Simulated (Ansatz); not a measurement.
# Geometry relaxation of SiNH₇O₂ (part 2 of 2)

Continued. System: SiNH₇O₂. Method: RKS B3LYP-D4/6-31G* (Ansatz 0.2.0). It belongs to a series of runs on one base structure; here: end point A relaxed.

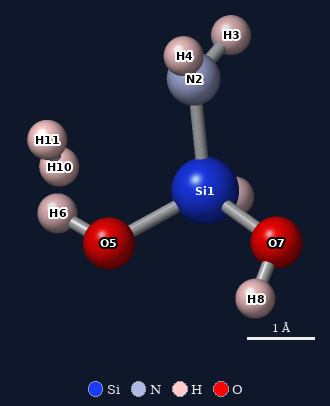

Figure 1. The geometry at step 10 of the log (ball-and-stick view, seen at a tilt; atoms are numbered from 1 in the order of the input).

## Trajectory as extended XYZ, continued
```
11
Properties=species:S:1:pos:R:3:forces:R:3 step=7 energy=-13578.16044 accepted=F
Si   -0.4517   -0.2825    0.1905    0.0245  -1.8143  -0.2639
N    -0.1837   -0.4257    1.8758    0.1676   0.7156  -0.0276
H    -0.7693   -1.0241    2.4468   -0.0022   0.0974  -0.0657
H     0.0936    0.4237    2.3541   -0.0591  -0.0673   0.4005
O     0.9557   -0.0624   -0.6448    0.5934   0.7203  -0.0587
H     1.7225   -0.5425   -0.2950   -0.1983   0.0587  -0.0345
O    -1.5069    0.8633   -0.3563    0.0604   0.1007   0.2045
H    -1.1952    1.3449   -1.1344    0.0009   0.0488  -0.0881
H    -0.8210   -1.6885   -0.1403   -0.5917   0.1566  -0.0522
H     1.8998    1.8845    0.8994   -0.0833  -0.1933  -0.1910
H     2.1685    2.3738    1.3796    0.0878   0.1765   0.1767
11
Properties=species:S:1:pos:R:3:forces:R:3 step=8 energy=-13578.31470
Si   -0.4273   -0.3557    0.1717   -0.0035  -0.0206  -0.0169
N    -0.1487   -0.3978    1.8635   -0.0416  -0.0545   0.0802
H    -0.7460   -0.9845    2.4350    0.0264  -0.0034  -0.0085
H     0.1031    0.4482    2.3607    0.0046   0.0339   0.0014
O     0.9900   -0.0200   -0.6341    0.0409   0.0146  -0.0356
H     1.7593   -0.5010   -0.2990    0.0078  -0.0073  -0.0010
O    -1.4541    0.8482   -0.3214   -0.0294  -0.0068  -0.0319
H    -1.1653    1.3279   -1.1111   -0.0016  -0.0086   0.0113
H    -0.9680   -1.6992   -0.1610   -0.0145   0.0465   0.0011
H     1.8823    1.8475    0.8802    0.0215   0.0524   0.0482
H     2.0871    2.3509    1.3909   -0.0105  -0.0463  -0.0484
11
Properties=species:S:1:pos:R:3:forces:R:3 step=9 energy=-13578.31478
Si   -0.4336   -0.3527    0.1712   -0.0003  -0.0445   0.0304
N    -0.1739   -0.3813    1.8661    0.1047   0.0498  -0.1283
H    -0.7186   -1.0145    2.4335   -0.0604  -0.0249   0.1051
H     0.0722    0.4645    2.3659   -0.0382  -0.0152   0.0583
O     0.9845   -0.0076   -0.6311    0.0232   0.0221  -0.0297
H     1.7517   -0.5001   -0.3073    0.0004   0.0115   0.0035
O    -1.4771    0.8246   -0.3474   -0.0133   0.0182  -0.0021
H    -1.1649    1.3369   -1.1063    0.0067   0.0012  -0.0153
H    -0.9552   -1.7028   -0.1483   -0.0302  -0.0223  -0.0217
H     1.9062    1.8478    0.8861    0.0091   0.0260   0.0231
H     2.1212    2.3496    1.3927   -0.0016  -0.0218  -0.0234
11
Properties=species:S:1:pos:R:3:forces:R:3 step=10 energy=-13578.31647
Si   -0.4335   -0.3571    0.1723    0.0025   0.0104   0.0028
N    -0.1699   -0.3948    1.8680    0.0005  -0.0035   0.0022
H    -0.7323   -1.0173    2.4353   -0.0038  -0.0010  -0.0004
H     0.0533    0.4553    2.3725   -0.0010   0.0054   0.0039
O     0.9853   -0.0044   -0.6276   -0.0113  -0.0037  -0.0052
H     1.7539   -0.4901   -0.2975    0.0138   0.0051   0.0021
O    -1.4747    0.8276   -0.3376   -0.0051  -0.0019   0.0041
H    -1.1709    1.3269   -1.1088    0.0039   0.0001  -0.0019
H    -0.9605   -1.7031   -0.1602   -0.0058  -0.0127  -0.0069
H     1.9140    1.8609    0.8797    0.0042   0.0090   0.0066
H     2.1477    2.3606    1.3792    0.0021  -0.0071  -0.0072
11
Properties=species:S:1:pos:R:3:forces:R:3 step=11 energy=-13578.31692
Si   -0.4393   -0.3620    0.1723    0.0042  -0.0056  -0.0097
N    -0.1819   -0.4011    1.8693   -0.0060   0.0022   0.0158
H    -0.7445   -1.0269    2.4333    0.0039   0.0008  -0.0113
H     0.0297    0.4511    2.3759   -0.0003  -0.0008  -0.0050
O     0.9793    0.0053   -0.6218    0.0030  -0.0089   0.0098
H     1.7535   -0.4673   -0.2846   -0.0033   0.0096  -0.0045
O    -1.4888    0.8145   -0.3398   -0.0032   0.0008   0.0006
H    -1.1833    1.3203   -1.1063    0.0009  -0.0025   0.0032
H    -0.9529   -1.7125   -0.1672   -0.0008   0.0055   0.0026
H     1.9436    1.8739    0.8748    0.0021   0.0103   0.0087
H     2.1970    2.3691    1.3693   -0.0005  -0.0114  -0.0102
11
Properties=species:S:1:pos:R:3:forces:R:3 step=12 energy=-13578.31700
Si   -0.4435   -0.3649    0.1734   -0.0020  -0.0247  -0.0105
N    -0.1997   -0.4053    1.8726   -0.0047   0.0135   0.0202
H    -0.7562   -1.0431    2.4294    0.0085   0.0053  -0.0156
H    -0.0102    0.4498    2.3836   -0.0015  -0.0119  -0.0077
O     0.9752    0.0270   -0.6090    0.0153  -0.0148   0.0191
H     1.7573   -0.4256   -0.2616   -0.0270   0.0160  -0.0110
O    -1.5077    0.7963   -0.3441    0.0083   0.0035  -0.0067
H    -1.1985    1.3145   -1.1011   -0.0050  -0.0051   0.0080
H    -0.9341   -1.7227   -0.1739    0.0045   0.0182   0.0040
H     1.9543    1.8847    0.8607    0.0530   0.0656   0.0691
H     2.2755    2.3537    1.3452   -0.0495  -0.0657  -0.0689
11
Properties=species:S:1:pos:R:3:forces:R:3 step=13 energy=-13578.31723
Si   -0.4449   -0.3656    0.1730    0.0012   0.0012  -0.0033
N    -0.2008   -0.4032    1.8721   -0.0023   0.0012   0.0055
H    -0.7527   -1.0445    2.4291    0.0021   0.0009  -0.0064
H    -0.0142    0.4523    2.3831    0.0003  -0.0019  -0.0027
O     0.9730    0.0282   -0.6099    0.0050  -0.0114   0.0083
H     1.7554   -0.4233   -0.2628   -0.0108   0.0058  -0.0050
O    -1.5102    0.7943   -0.3451    0.0040   0.0003  -0.0037
H    -1.2016    1.3124   -1.1022   -0.0029  -0.0027   0.0048
H    -0.9344   -1.7234   -0.1727    0.0038   0.0057   0.0018
H     1.9756    1.8803    0.8591    0.0103   0.0240   0.0256
H     2.2672    2.3570    1.3516   -0.0108  -0.0232  -0.0249
```

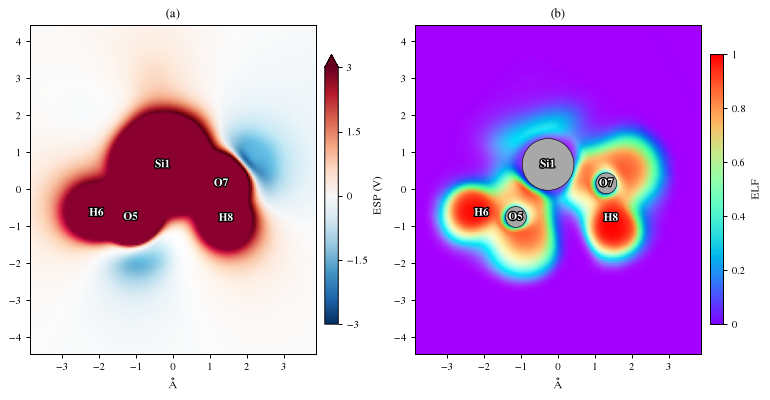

Figure 2. (a) electrostatic potential; (b) ELF on the plane of atoms O5, Si1 and O7. Grey discs, where drawn, cover atomic cores. O5···H8 (2.57 Å): the ELF is only about 0.05 between them (a closed-shell contact with the geometry of a hydrogen bond). Si–O (1.66 Å): the ELF peaks at about 0.85 between the atoms, which marks a shared but strongly polarised pair.

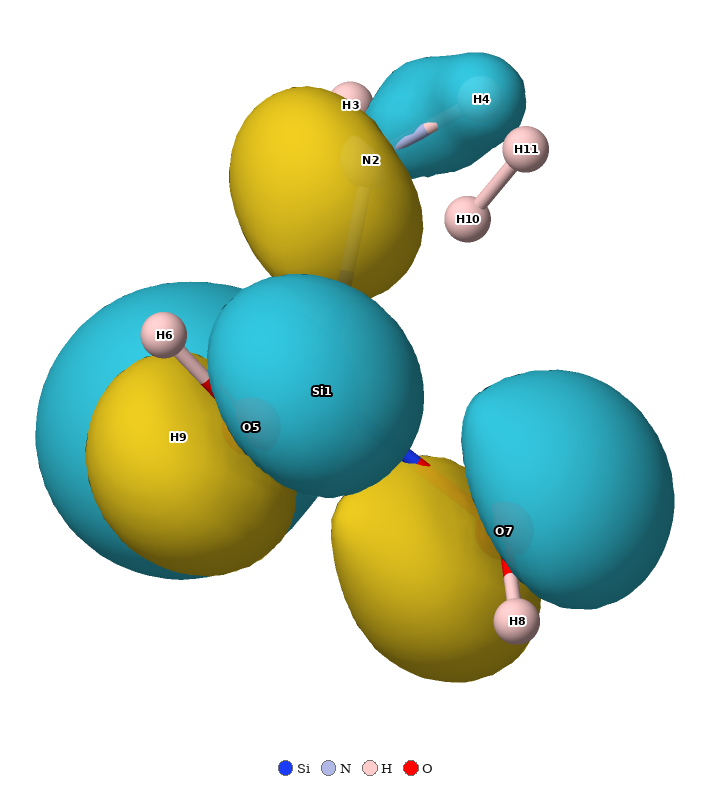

Figure 3. The HOMO−1 at ±0.1 Å⁻³ᐟ² (yellow and cyan are the two phases), seen at an oblique angle. By Hirshfeld shares it lies mainly on O7 (25 %), O5 (25 %), H9 (20 %) and Si1 (15 %). Its energy is −8.28 eV.

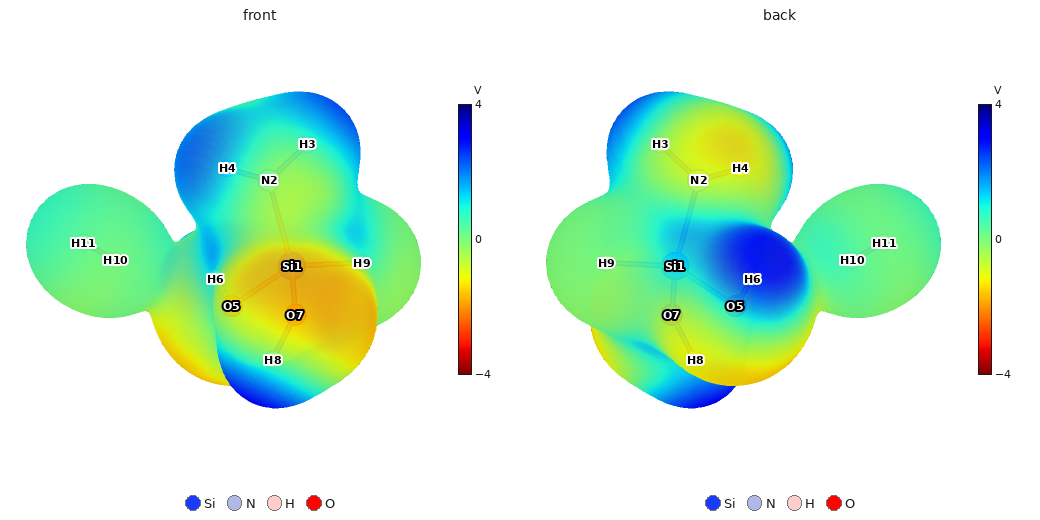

Figure 4. The electrostatic potential painted on the density surface at 0.004 e/bohr³, seen face on and from behind; red is negative and blue positive.

This output came from the following input.

## Input file
```yaml
crystal:
  periodic: [false, false, false]
  atoms:
    - { symbol: Si, position_ang: [-0.279528, -0.205195, 0.189754] }
    - { symbol: "N", position_ang: [0.057469, -0.193652, 1.93497] }
    - { symbol: H, position_ang: [-0.47014, -0.898102, 2.442922] }
    - { symbol: H, position_ang: [0.082818, 0.666377, 2.467855] }
    - { symbol: O, position_ang: [1.072312, -0.081226, -0.770944] }
    - { symbol: H, position_ang: [1.824251, -0.615295, -0.477547] }
    - { symbol: O, position_ang: [-1.259971, 1.040396, -0.286326] }
    - { symbol: H, position_ang: [-1.07119, 1.389217, -1.170139] }
    - { symbol: H, position_ang: [-0.920175, -1.531132, -0.012274] }
    - { symbol: H, position_ang: [1.529223, 1.665952, 0.78584] }
    - { symbol: H, position_ang: [1.347332, 1.627161, 1.471089] }
basis:
  gaussian: { orbitals: "6-31G*" }
hamiltonian:
  xc: b3lyp
  dispersion: d4
relax:
  f_tol: 0.03
  max_steps: 50
output:
  orbitals: {}
```

Launched with:
```bash
ansatz run input.yaml --threads 1 --pin off --max-ram 2048MiB --backend cpu --events-out ev --progress --plain --runs-dir out
```

## Summary

```json
{"quantity": "outcome", "value": "converged"}
{"quantity": "total energy", "value": "−13578.3175 eV"}
{"quantity": "mean-field energy", "value": "−13578.0304 eV"}
{"quantity": "largest force (length of the vector) at the end", "value": "0.037 eV/Å"}
{"quantity": "hardware", "value": "1 thread of Arm Neoverse V1, 24 GiB of memory available, shared host"}
{"quantity": "wall time", "value": "52 s"}
{"quantity": "peak memory", "value": "0.15 GiB"}
```
